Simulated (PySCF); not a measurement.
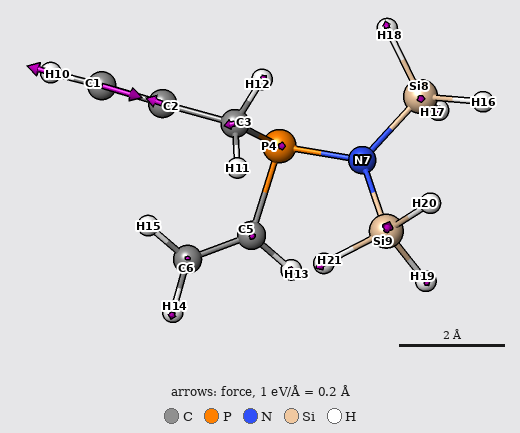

Starting geometry of C5H12NPSi2 with the computed forces as purple arrows. Style: ball-and-stick. Shown at a tilt.

The start comes from GFN2-xTB. Its atoms were then displaced at random by about 0.01 Å.

All numbers below come from PySCF, PBE0-D3(BJ)/def2-SVP geometry optimisation, gas phase. 

Is this structure relaxed? If not, where do the atoms go?

It isn't relaxed: the largest force vector, on C1, is 4.18 eV/Å. The final displacements have little in common with the starting forces (cosine between the two patterns 0.03). H19 moves most after the best rigid fit: 0.73 Å. Largest moves by element: H 0.73 Å, C 0.21 Å, Si 0.10 Å, P 0.09 Å, N 0.07 Å. Near-neighbour distances that change, for instance: Si9–H21 1.437 → 1.493 Å, C1–H10 1.021 → 1.074 Å, Si8–H18 1.454 → 1.495 Å, Si8–H17 1.464 → 1.494 Å. Bond angles that change, for instance: C3–P4–N7 96.5° → 101.1°, N7–Si9–H19 108.4° → 112.4°, P4–C3–H12 108.3° → 105.0°. Groups turn about N7–Si9 by about 25°. Over 14 geometry steps the energy falls by 30.1 kJ/mol. The run took 5.8 min on 1 thread of Arm Neoverse V2, with other jobs on the host.
